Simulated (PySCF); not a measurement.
# Run report: B5H8F, NMR shielding calculation

System: B5H8F (nido-B5H9 (F for H, site b on B)).
Method: GIAO PBE/pcSseg-1 NMR shielding, non-relativistic, gas phase (PySCF 2.14.0).

The geometry comes from this level: GFN2-xTB. Figures and captions count atoms from 1; the log counts them from 0 in places.

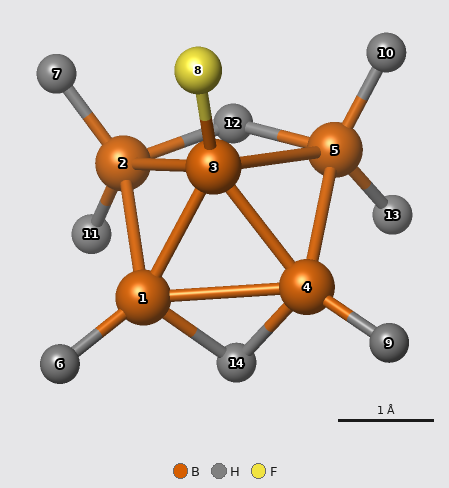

Fig. 1: The input geometry (ball-and-stick view, seen at a tilt; atoms are numbered from 1 in the order of the input). Bond lengths as drawn: B–B 1.62 to 1.89 Å, B–F 1.34 Å and B–H 1.17 to 1.32 Å.

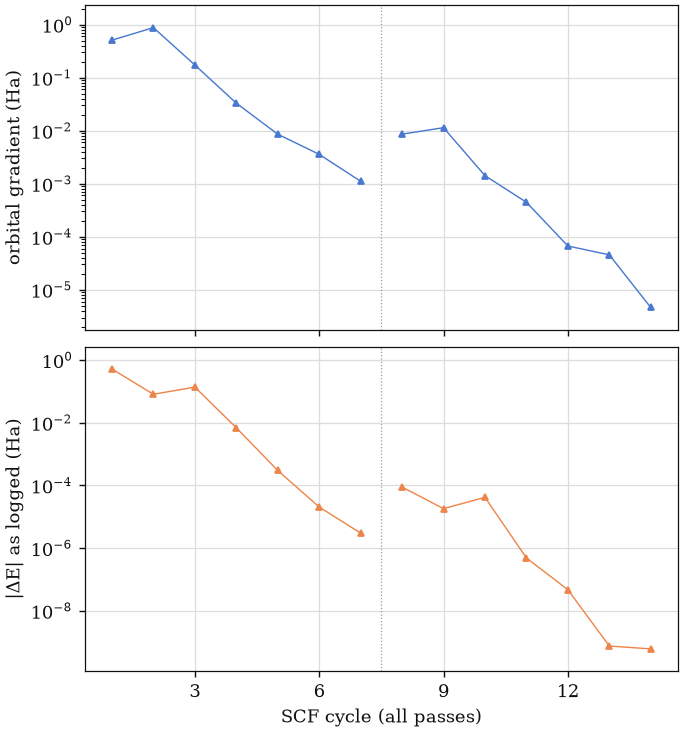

Fig. 2: Convergence of the self-consistent field: orbital gradient and size of the energy change against the SCF cycle. The dotted line marks the change from a coarse to the final integration grid. The first 7 cycles use a coarse grid, the final grid takes over at cycle 8, and the field converges after 14 cycles in all.

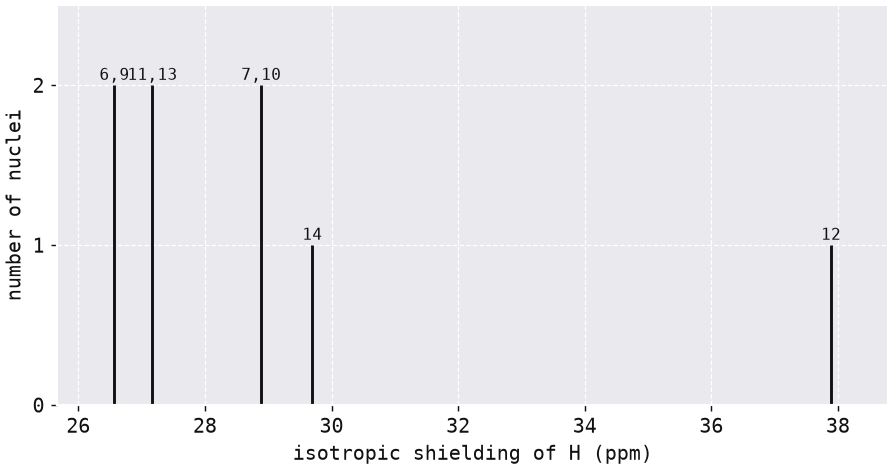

Fig. 3: Isotropic shieldings of the hydrogen nuclei in this fixed geometry, labelled by atom number; shielding grows to the right, so chemical shift grows to the left. The least shielded is H6 (26.6 ppm), the most shielded H12 (37.9 ppm).

The input and output of the run follow.

**Input file**
```
{"job": {"kind": "nmr", "xc": "PBE", "basis": "pcSseg-1", "pop": false}, "charge": 0, "multiplicity": 1}
B     -1.343500     0.319630     0.022141
B      0.142879     0.939349     0.979210
B     -0.319188    -0.836561     0.510606
B     -0.495836    -0.703341    -1.094254
B      1.239644    -0.384929    -0.465958
H     -2.428102     0.713102     0.205835
H      0.343453     0.902277     2.140597
F     -0.241724    -1.793433     1.445841
H     -0.721287    -1.347268    -2.042559
H      2.053029    -1.161827    -0.112109
H     -0.018815     2.044624     0.580917
H      1.273573     0.620370     0.383810
H      1.541398     0.160924    -1.474616
H     -0.968090     0.517915    -1.223047
```

The first line tells a small driver script what to run in PySCF; the rest is the geometry in Å.

Command:
```bash
OMP_NUM_THREADS=1 python <driver script> task.json out
```

**Output**
```
coarse grid: 11480 points
cycle   1  E = -228.4486922261  dE =  5.157e-01  |g| = 5.088e-01  |ddm| = 3.479e+00
cycle   2  E = -228.3680071050  dE =  8.069e-02  |g| = 8.774e-01  |ddm| = 1.713e+00
cycle   3  E = -228.5051218632  dE = -1.371e-01  |g| = 1.731e-01  |ddm| = 1.227e+00
cycle   4  E = -228.5120133172  dE = -6.891e-03  |g| = 3.303e-02  |ddm| = 1.990e-01
cycle   5  E = -228.5123119039  dE = -2.986e-04  |g| = 8.586e-03  |ddm| = 5.398e-02
cycle   6  E = -228.5123322772  dE = -2.037e-05  |g| = 3.581e-03  |ddm| = 1.486e-02
cycle   7  E = -228.5123352779  dE = -3.001e-06  |g| = 1.113e-03  |ddm| = 4.274e-03
final grid: 110624 points
cycle   8  E = -228.5565013349  dE = -8.831e-05  |g| = 8.605e-03  |ddm| = 5.612e-02
cycle   9  E = -228.5564832262  dE =  1.811e-05  |g| = 1.139e-02  |ddm| = 2.449e-02
cycle  10  E = -228.5565247847  dE = -4.156e-05  |g| = 1.421e-03  |ddm| = 1.491e-02
cycle  11  E = -228.5565252679  dE = -4.831e-07  |g| = 4.472e-04  |ddm| = 1.794e-03
cycle  12  E = -228.5565253147  dE = -4.680e-08  |g| = 6.700e-05  |ddm| = 4.670e-04
cycle  13  E = -228.5565253154  dE = -7.469e-10  |g| = 4.565e-05  |ddm| = 1.231e-04
cycle  14  E = -228.5565253160  dE = -6.057e-10  |g| = 4.647e-06  |ddm| = 5.913e-05
converged SCF energy = -228.5565253160

GIAO shielding tensors (ppm)
atom      isotropic    diamagn.    paramagn.     s11        s22        s33       span
  0 B       63.118     203.532    -140.413     20.604     66.709    102.042     81.438
  1 B      113.289     202.065     -88.775     88.352    117.212    134.303     45.951
  2 B       64.456     198.688    -134.232     43.631     54.334     95.403     51.771
  3 B       63.104     203.545    -140.442     20.569     66.700    102.042     81.473
  4 B      113.332     202.071     -88.739     88.432    117.267    134.297     45.865
  5 H       26.571      30.163      -3.592     24.494     26.052     29.166      4.672
  6 H       28.888      30.078      -1.190     26.259     26.953     33.453      7.194
  7 F      295.512     464.671    -169.159    175.542    333.730    377.263    201.721
  8 H       26.572      30.148      -3.576     24.495     26.052     29.168      4.674
  9 H       28.891      30.056      -1.165     26.263     26.953     33.457      7.194
 10 H       27.170      30.522      -3.352     25.804     27.435     28.272      2.468
 11 H       37.891      33.942       3.949     35.430     38.247     39.994      4.564
 12 H       27.173      30.504      -3.331     25.809     27.435     28.274      2.466
 13 H       29.696      33.497      -3.801     26.017     26.550     36.521     10.504
```

**Summary**

```json
{"quantity": "outcome", "value": "converged"}
{"quantity": "total energy", "value": "−228.556525 hartree"}
{"quantity": "HOMO", "value": "−7.54 eV"}
{"quantity": "LUMO", "value": "−2.77 eV"}
{"quantity": "dipole moment", "value": "1.99 D"}
{"quantity": "isotropic shielding, B", "value": "63.1 to 113.3 ppm"}
{"quantity": "isotropic shielding, H", "value": "26.6 to 37.9 ppm"}
{"quantity": "isotropic shielding, F", "value": "295.5 ppm"}
{"quantity": "hardware", "value": "1 CPU thread, shared host"}
{"quantity": "wall time", "value": "20 s"}
{"quantity": "peak memory", "value": "0.58 GiB"}
```
